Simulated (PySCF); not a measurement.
**CH3ClSi (SMILES [SiH3][C]Cl): a chain of runs**

We compute a structure relaxation (UHF-D3(0)/6-31G**), then the harmonic vibrations, then the energy (UCCSD(T)/CRENBL), then the vertical excitations (EOM-CCSD/MINAO) of CH3ClSi. 

The results are computed with PySCF 2.14.0.

## Step 1: Starting point

The species is CH3ClSi (6 atoms), meant as a triplet with charge 0. As SMILES, `[SiH3][C]Cl`. All atoms were displaced at random from a relaxed shape. The run starts from this shape.

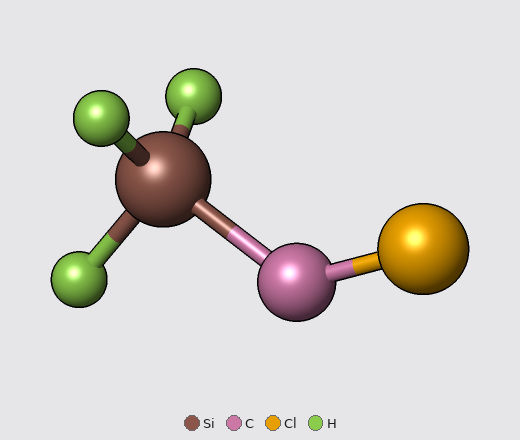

The structure, seen from a chosen angle (silicon brown, carbon pink, chlorine amber, hydrogen green).

## Step 2: A structure relaxation at UHF-D3(0)/6-31G(d,p) (Cartesian functions) (run 1)

input.xyz

```xyz
6

Si    -0.033059     0.546075    -0.246660
C     -0.358645    -1.137078     0.613023
Cl     0.570111    -2.295004     1.009939
H      0.526959     0.528559    -1.505323
H     -1.461624     1.054954    -0.480344
H      0.697184     1.358227     0.680360
```

input.py

```python
# [SiH3][C]Cl
from pyscf import gto
from pyscf.geomopt.geometric_solver import kernel as optimise

mol = gto.M(
    atom='input.xyz',
    verbose=4,
    max_memory=1860,
    spin=2,
    basis='6-31g**',
    cart=True,
)

hf = mol.UHF()
hf.max_cycle = 100
hf.disp = 'd3zero'
converged, mol_eq = optimise(hf, maxsteps=100)
print('converged:', converged)
print(mol_eq.tostring())

hf.reset(mol_eq)
mol = mol_eq
hf.kernel()
if not hf.converged:
    hf = hf.newton().run(hf.mo_coeff, hf.mo_occ)
e_final = hf.e_tot
print('E = %.10f Eh' % e_final)
```

Command:

```bash
$ OMP_NUM_THREADS=1 python input.py
```

The program printed:

```text
PySCF version 2.14.0

[... 56 lines left out ...]
> Will converge when all 5 criteria are reached:
[... 116 lines left out ...]
Step    0 : Gradient = 8.699e-02/1.373e-01 (rms/max) Energy = -787.9002573313
[... 355 lines left out ...]
converged SCF energy = -787.927717281996  <S^2> = 2.0235043  2S+1 = 3.0156288
[... 339 lines left out ...]
converged SCF energy = -787.927727771143  <S^2> = 2.0232389  2S+1 = 3.0154528
[... 339 lines left out ...]
converged SCF energy = -787.927730980744  <S^2> = 2.0232712  2S+1 = 3.0154742
[... 100 lines left out ...]
converged SCF energy = -787.927730980778  <S^2> = 2.0232701  2S+1 = 3.0154735
E = -787.9277309808 Eh
```

It took 49 s on 1 thread of Arm Neoverse V1, shared host; peak memory 0.16 GiB.

Steps, from the record of the run:

| step | energy from the first frame kept (eV) | largest force (eV/Å) |
| --- | --- | --- |
| 0 | 0.0000 | 7.0581 |
| 1 | -0.7042 | 1.6293 |
| 2 | -0.7415 | 0.5284 |
| 3 | -0.7468 | 0.1107 |
| 4 | -0.7472 | 0.0317 |
| 5 | -0.7474 | 0.0244 |
| 6 | -0.7475 | 0.0173 |
| 7 | -0.7475 | 0.0084 |
| 8 | -0.7475 | 0.0076 |
| 9 | -0.7475 | 0.0153 |
| 10 | -0.7476 | 0.0175 |
| 11 | -0.7476 | 0.0098 |
| 12 | -0.7476 | 0.0022 |

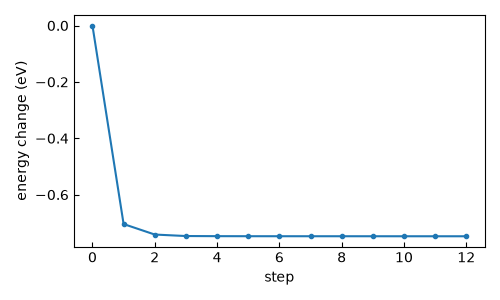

Energy along the run.

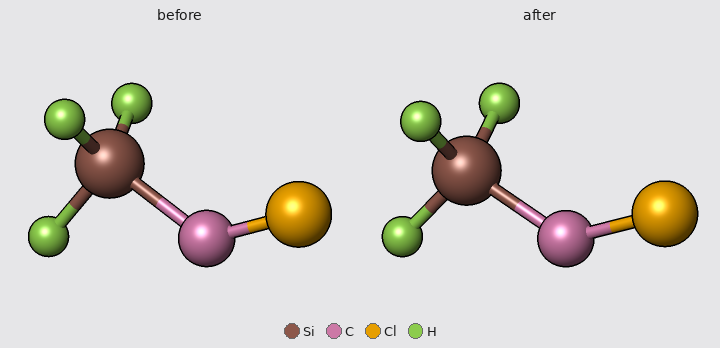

Before and after, at one scale.

After the run. Bond lengths: Si1–C2 1.860 Å, C2–Cl3 1.692 Å, Si1–H4 1.475 Å, Si1–H5 1.472 Å, Si1–H6 1.475 Å. Angles: Si1–C2–Cl3 135.5°, C2–Si1–H4 109.8°, C2–Si1–H5 107.1°, C2–Si1–H6 109.9°, H4–Si1–H5 110.3°, H4–Si1–H6 109.5°, H5–Si1–H6 110.3°.

## Step 3: The harmonic vibrations at UHF-D3(0)/6-31G(d,p) (Cartesian functions) (run 2)

geometry.xyz

```xyz
6
CH3ClSi
Si    -0.308484     1.563674    -0.683430
C     -0.557827    -0.117368     0.073282
Cl     0.455012    -1.369310     0.591447
H      0.397551     1.433288    -1.971299
H     -1.643436     2.147572    -0.890122
H      0.484183     2.410797     0.228047
```

input.py

```python
# [SiH3][C]Cl
import numpy
from pyscf import gto, scf, symm
from pyscf.hessian import thermo

mol = gto.Mole()
mol.atom = 'geometry.xyz'
mol.verbose = 4
mol.charge = 0
mol.max_memory = 1860
mol.spin = 2
mol.basis = '6-31g**'
mol.cart = True
mol.build()

mf = scf.UHF(mol)
mf.disp = 'd3zero'
mf.max_cycle = 100
mf.kernel()
if not mf.converged:
    mf = mf.newton().run(mf.mo_coeff, mf.mo_occ)

e_final = mf.e_tot
print('Final energy', e_final)
hess = mf.Hessian().kernel()
modes = thermo.harmonic_analysis(mol, hess)
print('frequencies (1/cm)', numpy.round(modes['freq_wavenumber'], 1))
symm.geom.TOLERANCE = 1e-3  # for the symmetry number
th = thermo.thermo(mf, modes['freq_au'], 298.15, 101325)
thermo.dump_thermo(mol, th)
```

Command:

```bash
$ OMP_NUM_THREADS=1 python input.py
```

The program printed:

```text
PySCF version 2.14.0

[... 44 lines left out ...]
WARN: HOMO -0.0791542254389626 >= LUMO -0.12170557095371
[... 50 lines left out ...]
converged SCF energy = -787.927730836124  <S^2> = 2.0232702  2S+1 = 3.0154735
Final energy -787.9277308361242
[... 3 lines left out ...]
WARN: DFTD3 does not support analytical Hessian, using finite difference
[... 1 line left out ...]
WARN: Mole.unit (angstrom) is changed to Bohr
[... 266 lines left out ...]
Gibbs free energy [Eh] -787.92578
```

It took 35 s on 1 thread of Arm Neoverse V1, shared host; peak memory 0.16 GiB.

## Step 4: A single-point energy at UCCSD(T)/CRENBL (core potential) (run 3)

job.py

```python
from pyscf import gto, cc

mol = gto.Mole()
mol.atom = [
    ('Si', (-0.122823, 0.561595, -0.229418)),
    ('C', (-0.372166, -1.119447, 0.527294)),
    ('Cl', (0.640673, -2.371389, 1.045459)),
    ('H', (0.583192, 0.430986, -1.517788)),
    ('H', (-1.457775, 1.145493, -0.436110)),
    ('H', (0.669824, 1.408495, 0.681558)),
]
mol.spin = 2
mol.verbose = 4
mol.charge = 0
mol.max_memory = 1860
mol.basis = 'crenbl'
mol.ecp = {'Si': 'crenbl', 'C': 'crenbl', 'Cl': 'crenbl'}
mol.build()

calc0 = mol.UHF()
calc0.kernel()

mycc = cc.CCSD(calc0)
mycc.kernel()
e_t = mycc.ccsd_t()
etot = mycc.e_tot + e_t
print('E = %.10f Eh' % etot)
```

Command:

```bash
$ OMP_NUM_THREADS=1 python job.py
```

The program printed:

```text
PySCF version 2.14.0

[... 41 lines left out ...]
WARN: HOMO -0.101516387571884 >= LUMO -0.145352448961562
[... 50 lines left out ...]
converged SCF energy = -25.5589842937822  <S^2> = 2.0274702  2S+1 = 3.0182579
[... 11 lines left out ...]
Init t2, MP2 energy = -0.152487724944323
[... 15 lines left out ...]
UCCSD converged
[... 2 lines left out ...]
E = -25.7527901517 Eh
```

Run time: 35 s. Hardware: 1 thread of Arm Neoverse V1, shared host; peak memory 0.68 GiB.

## Step 5: The vertical excitations at EOM-CCSD/MINAO (root kind ee) (run 4)

run.py

```python
import numpy
from pyscf import gto, scf, cc

mol = gto.M(
    atom='''
Si    -0.122823     0.561595    -0.229418
C     -0.372166    -1.119447     0.527294
Cl     0.640673    -2.371389     1.045459
H      0.583192     0.430986    -1.517788
H     -1.457775     1.145493    -0.436110
H      0.669824     1.408495     0.681558
''',
    basis='minao',
    spin=2,
    charge=0,
    max_memory=1860,
    verbose=4,
)

hf = scf.UHF(mol)
hf.kernel()

mycc = cc.CCSD(hf, frozen=11)
mycc.kernel()
etot = mycc.e_tot
print('E(%s) = %.9f' % ('EOM-CCSD', etot))

e, vec = mycc.eomee_ccsd(nroots=6)
roots = numpy.atleast_1d(e) * 27.211386
print('EOM-EE-CCSD roots (eV)')
for i, w in enumerate(roots, 1):
    print('%3d %10.4f' % (i, w))
```

Command:

```bash
$ OMP_NUM_THREADS=1 python run.py
```

The program printed:

```text
PySCF version 2.14.0

[... 41 lines left out ...]
WARN: HOMO -0.0863403562606178 >= LUMO -0.135902535522771
[... 46 lines left out ...]
converged SCF energy = -787.74468727645  <S^2> = 2.0239499  2S+1 = 3.0159243
[... 12 lines left out ...]
Init t2, MP2 energy = -0.0629975452345887
[... 14 lines left out ...]
UCCSD converged
[... 3 lines left out ...]
******** <class 'pyscf.cc.eom_uccsd.EOMEESpinKeep'> ********
max_space = 20
max_cycle = 50
conv_tol = 1e-07
partition = None
EOM-CCSD root 0 E = 0.204513111730098  qpwt = 0.921927  conv = True
EOM-CCSD root 1 E = 0.2297670109069836  qpwt = 0.901589  conv = True
EOM-CCSD root 2 E = 0.2582863926157045  qpwt = 0.916614  conv = True
EOM-CCSD root 3 E = 0.2615600085911217  qpwt = 0.905293  conv = True
EOM-CCSD root 4 E = 0.2666829200630489  qpwt = 0.914044  conv = True
EOM-CCSD root 5 E = 0.2798780786089096  qpwt = 0.907474  conv = True
EOM-EE-CCSD roots (eV)
  1     5.5651
  2     6.2523
  3     7.0283
  4     7.1174
  5     7.2568
  6     7.6159
```

Run time: 2.7 s. Hardware: 1 thread of Arm Neoverse V1, shared host; peak memory 0.13 GiB.

The roots found:

| excited state | energy (eV) |
| --- | --- |
| 1 | 5.565 |
| 2 | 6.252 |
| 3 | 7.028 |
| 4 | 7.117 |
| 5 | 7.257 |
| 6 | 7.616 |

## Step 6: What came out

| quantity | value |
| --- | --- |
| run 1, UHF-D3(0)/6-31G**: total energy at the end | -787.92773 Eh |
| run 1, UHF-D3(0)/6-31G**: dipole moment | 1.31 D |
| run 1, UHF-D3(0)/6-31G**: HOMO energy (highest over α and β) | -10.15 eV |
| run 1, UHF-D3(0)/6-31G**: LUMO energy (lowest over α and β) | 2.55 eV |
| run 1, UHF-D3(0)/6-31G**: dispersion energy | -7.78 kJ/mol |
| run 1, UHF-D3(0)/6-31G**: ⟨S²⟩ | 2.023 |
| run 2, UHF-D3(0)/6-31G**: lowest harmonic wavenumber | 82 cm⁻¹ |
| run 2, UHF-D3(0)/6-31G**: highest harmonic wavenumber | 2392 cm⁻¹ |
| run 2, UHF-D3(0)/6-31G**: zero-point energy | 81.4 kJ/mol |
| run 2, UHF-D3(0)/6-31G**: ideal-gas entropy at 298.15 K (symmetry number 1 as used) | 73.0 cal/(mol K) |
| run 3, UCCSD(T)/CRENBL: total energy | -25.75279 Eh |
| run 3, UCCSD(T)/CRENBL: dipole moment (Hartree–Fock density) | 1.76 D |
| run 3, UCCSD(T)/CRENBL: HOMO energy (Hartree–Fock orbitals) (highest over α and β) | -10.30 eV |
| run 3, UCCSD(T)/CRENBL: LUMO energy (Hartree–Fock orbitals) (lowest over α and β) | 2.26 eV |
| run 3, UCCSD(T)/CRENBL: correlation energy | -193.8 mEh |
| run 3, UCCSD(T)/CRENBL: (T) correction | -4.58 mEh |
| run 3, UCCSD(T)/CRENBL: ⟨S²⟩ of the reference determinant | 2.027 |
| run 3, UCCSD(T)/CRENBL: T1 diagnostic | 0.018 |
| run 4, EOM-CCSD/MINAO: ground-state or mean-field energy | -787.83419 Eh |
| run 4, EOM-CCSD/MINAO: dipole moment (Hartree–Fock density) | 0.87 D |
| run 4, EOM-CCSD/MINAO: HOMO energy (Hartree–Fock orbitals) (highest over α and β) | -11.49 eV |
| run 4, EOM-CCSD/MINAO: LUMO energy (Hartree–Fock orbitals) (lowest over α and β) | 2.26 eV |
| run 4, EOM-CCSD/MINAO: correlation energy (11 core orbitals frozen) | -89.5 mEh |
| run 4, EOM-CCSD/MINAO: ⟨S²⟩ of the reference determinant | 2.024 |
| run 4, EOM-CCSD/MINAO: T1 diagnostic | 0.014 |
| run 4, EOM-CCSD/MINAO: lowest excitation energy | 5.57 eV |

**Reading.** The optimisation (run 1, UHF-D3(0)/6-31G**) took 12 steps and changed the energy by -0.748 eV. Mulliken charges (run 1, UHF-D3(0)/6-31G**) run from -0.30 on C2 to +0.79 on Si1; they depend strongly on the basis. All 12 modes (run 2, UHF-D3(0)/6-31G**) are real, so the shape is a minimum at this level. Mulliken charges (run 2, UHF-D3(0)/6-31G**) run from -0.30 on C2 to +0.79 on Si1. The triples (run 3, UCCSD(T)/CRENBL) make up 2.4 % of the correlation energy. Excitation energies in a minimal basis are rough.
